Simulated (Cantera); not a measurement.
Feed: 1 mol Si, 2.1 mol HCl, 12 mol H2, equilibrated at 19.0 bar.

These are equilibrium values from Cantera (NASA tables, ideal gas, pure condensed phases), not measurements of a reactor. Candidate condensed phases: Si; 19 gas species. The tables' values for SiCl3 are old estimates; treat these amounts as uncertain. Gases not in the tables: Si2H6 and higher silanes. Rates play no part.

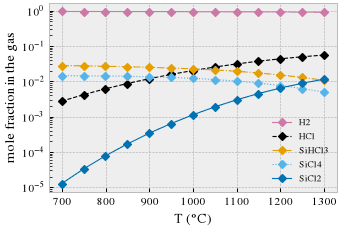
Figure. Equilibrium gas composition (values under 1e-9 drawn at 1e-9)

**Question.** Read off the mole fractions at 1200 °C.

**Answer.** H2 about 0.92, HCl about 0.043, SiHCl3 about 0.015, SiCl4 about 0.0076, SiCl2 about 0.0065.
